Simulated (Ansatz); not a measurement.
# Lutetium, bcc under LDA: structure, energy and stiffness, part 2 of 2

The plan for lutetium in the bcc structure: relax it, solve it on a dense k-mesh, switch on spin-orbit coupling, then scale the cell to 7 volumes from 88 to 112 % of the relaxed one and try a fit of the equation of state. The k-meshes are 11×11×11 for the relaxation; 19×19×19 for the dense run; 12×12×12 for spin-orbit coupling; 13×13×13 for the volumes.

Ansatz 0.2.0; DFT, LDA (PW92), plane waves (420 eV) with PAW, scalar-relativistic. The steps go on from the part before.

## Step 9: Volume × 1.04

This is Lu in the bcc structure; at room conditions it is hcp.

The input, input.yaml:

```yaml
crystal:
  lattice:
    - [-1.8965171996, 1.8965171996, 1.8965171996]
    - [1.8965171996, -1.8965171996, 1.8965171996]
    - [1.8965171996, 1.8965171996, -1.8965171996]
  atoms:
    - { symbol: Lu, position: [0.0, 0.0, 0.0] }
hamiltonian:
  xc: lda
  pseudopotentials:
    kind: paw
    azcp:
      Lu: "pseudopotentials/Lu.paw.azcp"
basis:
  ecutwfc: 420
  fft_grid_basis: typed
kpoints:
  mp_grid: { grid: [13, 13, 13], shift: [0, 0, 0] }
magnetization:
  spin_polarized: false
scf:
  occupations: { method: fermi_dirac, width: 0.1 }
  lower_state_search: "off"
output:
  stress: true
```

Command:

```sh
ansatz run input.yaml --threads 2 --pin off --max-ram 5120MiB --backend cpu --events-out ev --progress --plain --runs-dir out
```

What it wrote (excerpt; [...] marks lines left out):

```text
Warning: <dir> the record states the generating functional pbe (its physics header spells it `PBE`), which answers neither for hamiltonian.xc's functional nor for the lda family's — results may be inconsistent (PPs are generated against a specific XC)
Warning: RAYON_NUM_THREADS=2 ignored (pool sized by the plan → 2); use --threads N
[...]
Pseudopotentials: kind: paw
Pseudopotential: Lu, paw, valence charge 25, recommended cutoff 420 eV (normal), <dir>
Functional definition: SPW92
[...]
Crystal: 1 atoms, lattice volume = 27.285 Å³
Basis set: ecut = 420 eV, 555 PW (Γ)
Bands: 17, of which v1, the nominal top of the filled ones, is band 13 counted from 1 (12 counted from 0)
Symmetry: 48 space group operations
Space group: Im-3m (ITA 229), of the structure as read, at distance tolerance 3.0e-5 Å
k-points: 84 of 2197
[...]
SCF iter   1: F=—  HF=-14492.861368 eV  |F-HF|=—  |Δ(HF+E_count)|=         —  Δρ=3.64e-3  dr2=2.16e-3  ethr=1.77e-3  ⟨swp⟩=5.2  Hψ=8011  notcnv=0
[...]
SCF iter   8: F=-14492.858115 eV  HF=-14492.858115 eV  |F-HF|=3.27e-8  |Δ(HF+E_count)|=   7.90e-8  Δρ=7.96e-6  dr2=3.93e-9  ethr=4.00e-10  ⟨swp⟩=5.2  Hψ=8248  notcnv=0
[...]
SCF converged after 8 iterations
Free energy (F): -14492.858115 eV
[...]
E sigma→0 (E₀):  -14492.823336 eV
Entropy (-TS):   -0.069557 eV (-69.557 meV/atom)
Fermi energy:    14.592607 eV
[...]
--- Stress (GPa, compression-positive) ---
       -1.827952      -0.000000      -0.000000
        0.000000      -1.827952      -0.000000
        0.000000       0.000000      -1.827952
  P = ⅓ Tr σ = -1.8280 GPa (-18.280 kbar)
```

Run time: 1.6 s. Hardware: 2 threads of Arm Neoverse V1, shared host; peak memory 0.3 GiB.

## Step 10: Volume × 1.08

input.yaml: that of step 9 with these lines changed.

```diff
@@ -2,5 +2,5 @@
   lattice:
-    - [-1.8965171996, 1.8965171996, 1.8965171996]
-    - [1.8965171996, -1.8965171996, 1.8965171996]
-    - [1.8965171996, 1.8965171996, -1.8965171996]
+    - [-1.9205262952, 1.9205262952, 1.9205262952]
+    - [1.9205262952, -1.9205262952, 1.9205262952]
+    - [1.9205262952, 1.9205262952, -1.9205262952]
   atoms:
```

Command:

```sh
ansatz run input.yaml --threads 2 --pin off --max-ram 5120MiB --backend cpu --events-out ev --progress --plain --runs-dir out
```

What it wrote (excerpt; [...] marks lines left out):

```text
Warning: <dir> the record states the generating functional pbe (its physics header spells it `PBE`), which answers neither for hamiltonian.xc's functional nor for the lda family's — results may be inconsistent (PPs are generated against a specific XC)
Warning: RAYON_NUM_THREADS=2 ignored (pool sized by the plan → 2); use --threads N
[...]
[... 3 set-up lines as earlier in the session ...]
[...]
Crystal: 1 atoms, lattice volume = 28.335 Å³
Basis set: ecut = 420 eV, 555 PW (Γ)
Bands: 17, of which v1, the nominal top of the filled ones, is band 13 counted from 1 (12 counted from 0)
[... 2 set-up lines as earlier in the session ...]
k-points: 84 of 2197
[...]
SCF iter   1: F=—  HF=-14492.844305 eV  |F-HF|=—  |Δ(HF+E_count)|=         —  Δρ=3.48e-3  dr2=2.15e-3  ethr=1.77e-3  ⟨swp⟩=5.3  Hψ=7920  notcnv=0
[...]
SCF iter   8: F=-14492.840914 eV  HF=-14492.840914 eV  |F-HF|=4.90e-9  |Δ(HF+E_count)|=   1.65e-7  Δρ=1.97e-6  dr2=3.26e-10  ethr=7.65e-11  ⟨swp⟩=5.9  Hψ=6564  notcnv=0
[...]
SCF converged after 8 iterations
Free energy (F): -14492.840914 eV
[...]
E sigma→0 (E₀):  -14492.805255 eV
Entropy (-TS):   -0.071316 eV (-71.316 meV/atom)
Fermi energy:    13.983070 eV
[...]
--- Stress (GPa, compression-positive) ---
       -3.382475      -0.000000      -0.000000
        0.000000      -3.382475      -0.000000
        0.000000      -0.000000      -3.382475
  P = ⅓ Tr σ = -3.3825 GPa (-33.825 kbar)
```

Run time: 1.6 s. Hardware: 2 threads of Arm Neoverse V1, shared host; peak memory 0.31 GiB.

## Step 11: Volume × 1.12

input.yaml: that of step 10 with these lines changed.

```diff
@@ -2,5 +2,5 @@
   lattice:
-    - [-1.9205262952, 1.9205262952, 1.9205262952]
-    - [1.9205262952, -1.9205262952, 1.9205262952]
-    - [1.9205262952, 1.9205262952, -1.9205262952]
+    - [-1.9439496561, 1.9439496561, 1.9439496561]
+    - [1.9439496561, -1.9439496561, 1.9439496561]
+    - [1.9439496561, 1.9439496561, -1.9439496561]
   atoms:
```

Command:

```sh
ansatz run input.yaml --threads 2 --pin off --max-ram 5120MiB --backend cpu --events-out ev --progress --plain --runs-dir out
```

What it wrote (excerpt; [...] marks lines left out):

```text
Warning: <dir> the record states the generating functional pbe (its physics header spells it `PBE`), which answers neither for hamiltonian.xc's functional nor for the lda family's — results may be inconsistent (PPs are generated against a specific XC)
Warning: RAYON_NUM_THREADS=2 ignored (pool sized by the plan → 2); use --threads N
[...]
[... 3 set-up lines as earlier in the session ...]
[...]
Crystal: 1 atoms, lattice volume = 29.384 Å³
Basis set: ecut = 420 eV, 603 PW (Γ)
Bands: 17, of which v1, the nominal top of the filled ones, is band 13 counted from 1 (12 counted from 0)
[... 2 set-up lines as earlier in the session ...]
k-points: 84 of 2197
[...]
SCF iter   1: F=—  HF=-14492.817833 eV  |F-HF|=—  |Δ(HF+E_count)|=         —  Δρ=3.36e-3  dr2=2.15e-3  ethr=1.77e-3  ⟨swp⟩=5.5  Hψ=7808  notcnv=0
[...]
SCF iter   8: F=-14492.814306 eV  HF=-14492.814306 eV  |F-HF|=1.08e-8  |Δ(HF+E_count)|=   2.38e-7  Δρ=2.71e-6  dr2=5.59e-10  ethr=1.10e-10  ⟨swp⟩=6.0  Hψ=6685  notcnv=0
[...]
SCF converged after 8 iterations
Free energy (F): -14492.814306 eV
[...]
E sigma→0 (E₀):  -14492.777776 eV
Entropy (-TS):   -0.073060 eV (-73.060 meV/atom)
Fermi energy:    13.414041 eV
[...]
--- Stress (GPa, compression-positive) ---
       -4.704835      -0.000000      -0.000000
        0.000000      -4.704835       0.000000
       -0.000000       0.000000      -4.704835
  P = ⅓ Tr σ = -4.7048 GPa (-47.048 kbar)
```

Run time: 1.6 s. Hardware: 2 threads of Arm Neoverse V1, shared host; peak memory 0.31 GiB.

## Step 12: Fitting the volumes

All volumes keep the relaxed shape and fractional coordinates.

| V (Å³/atom) | E − E₀ (meV/atom) | P from the stress (GPa) | P from the fit (GPa) |
| --- | --- | --- | --- |
| 23.088 | 66.9 | 7.78 | 7.62 |
| 24.137 | 27.2 | 4.71 | 4.57 |
| 25.187 | 5.9 | 2.15 | 2.01 |
| 26.236 | 0.1 | 0.00 | -0.15 |
| 27.285 | 7.2 | -1.83 | -1.98 |
| 28.335 | 25.3 | -3.38 | -3.52 |
| 29.384 | 52.7 | -4.70 | -4.81 |

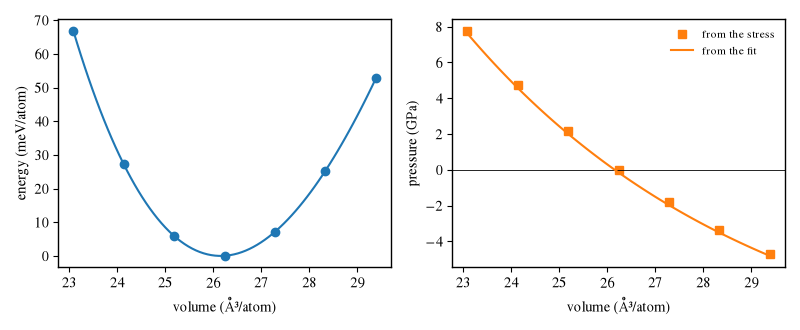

Energy and pressure against volume; the lines are the Birch-Murnaghan fit.

A third-order Birch-Murnaghan fit gives V₀ = 26.155 Å³/atom, B₀ = 50 GPa and B₀′ = 3.2; it misses no point by more than 0.06 meV/atom.

The fit is made to E(σ → 0), while the stress belongs to the free energy F; that is one source of the offset between the two pressures.

## Step 13: Outcome

The summary covers parts 1 to 2.

| quantity | value |
| --- | --- |
| space group (spins left aside) | Im-3m (No. 229) |
| conventional cell | a = 3.744 Å |
| volume | 26.236 Å³/atom |
| shortest distance | 3.242 Å |
| gap on the mesh | none (levels filled in part) |
| relative to hcp | +164 meV/atom |
| V₀, B₀, B₀′ | 26.155 Å³/atom, 50 GPa, 3.2 |

What this shows: From the guessed start the volume shrank by 11.1 % in 4 steps. Against the reference form of lutetium (hcp, computed apart with the same settings) it stands 164 meV/atom higher, so it is far from stable. Levels at the Fermi energy are filled in part, as in a metal. Totals with and without spin-orbit coupling (-16.4 eV/atom apart) can't be read as binding, since the two-component data shift the zero of energy. The fitted modulus is 50 GPa. The symmetry was held, so the structure may be unstable against distortions that break it.
